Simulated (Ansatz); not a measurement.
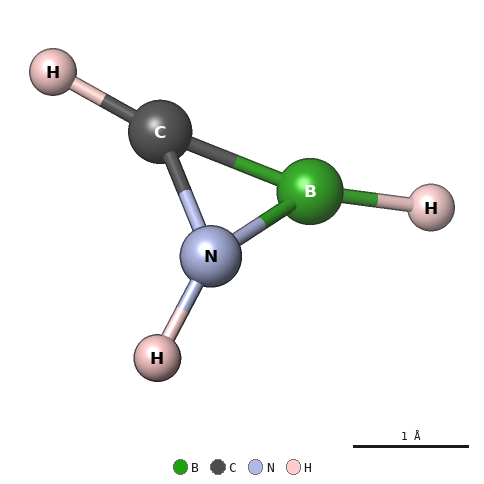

The picture shows a molecular structure as a ball-and-stick model. Every bond is drawn as one stick, whatever its order.

The species is neutral and a spin doublet.

Identify the structure.

Formula CH₃BN. The point group is C1. It is an open-shell species. Coordination, clear cases only: 1 C T-shaped.

The parts below concern this one geometry. Atoms keep their numbers from picture to picture. The geometry was computed by an optimisation with PBE0-D4/def2-TZVP. No frequency run is at hand to confirm it as a minimum.

**Shape**

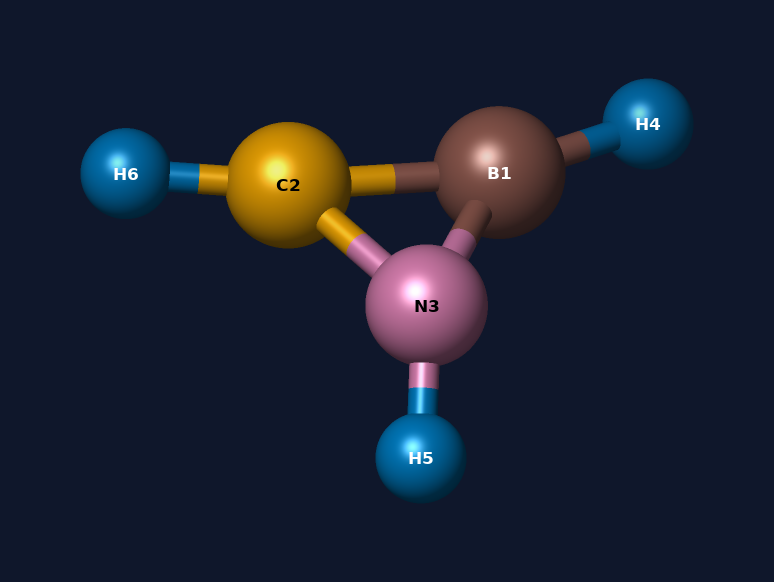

Numbered structure. No frequency run is at hand to confirm it as a minimum.

What are the angles C2–B1–N3, C2–B1–H4, N3–B1–H4, B1–C2–N3, B1–C2–H6, N3–C2–H6, B1–N3–C2, B1–N3–H5, C2–N3–H5?

```csv
angle,degrees
C2–B1–N3,58.8
C2–B1–H4,159.0
N3–B1–H4,142.1
B1–C2–N3,61.3
B1–C2–H6,167.8
N3–C2–H6,130.9
B1–N3–C2,60.0
B1–N3–H5,135.3
C2–N3–H5,127.2
```

**Electronic properties**

No frequency run is at hand to confirm it as a minimum. Properties computed with UKS PBE0-D4/def2-TZVPP (Ansatz 0.2.0).

Give the HOMO energy (Kohn–Sham orbital) at this level.

−5.15 eV.

What is the ⟨S²⟩ of the determinant?

0.759.

**Dipole moment**

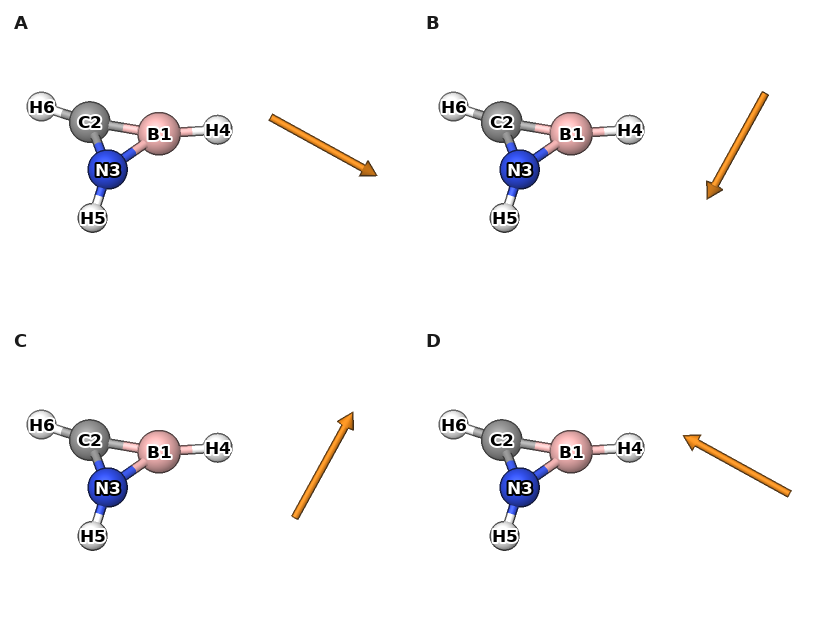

The same molecule four times, each with an arrow. No frequency run is at hand to confirm it as a minimum. Level of theory: UKS PBE0-D4/def2-TZVP (Ansatz 0.2.0).

Which arrow points along the dipole moment, from the negative to the positive end?

B. The dipole moment is 1.34 D; it points from the side of H4 to the side of H5 (the outermost atoms at the two ends).

**Charges**

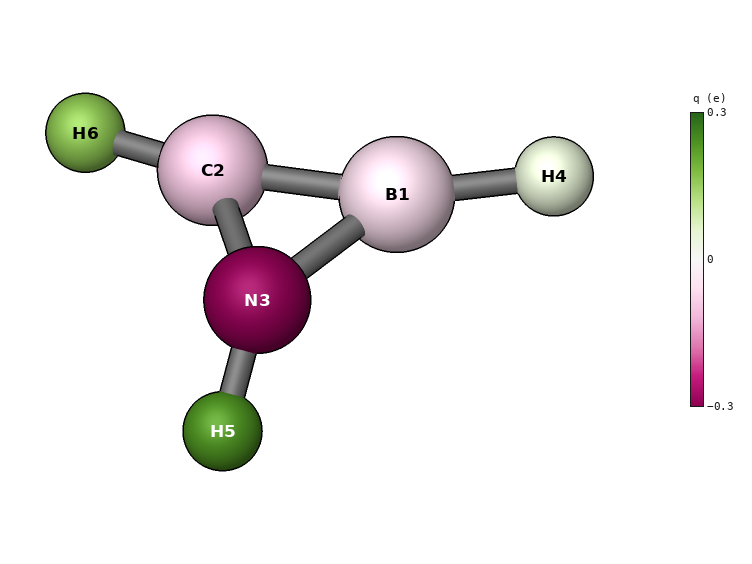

Atoms are coloured by their Mulliken charges. No frequency run is at hand to confirm it as a minimum. Properties computed with UKS PBE0-D4/def2-TZVP (Ansatz 0.2.0).

List the Mulliken charges.

| atom | value (e) |
| --- | --- |
| B1 | −0.06 |
| C2 | −0.09 |
| N3 | −0.29 |
| H4 | 0.04 |
| H5 | 0.24 |
| H6 | 0.16 |

Mulliken values depend strongly on the basis set and can even reverse the polarity of a bond.
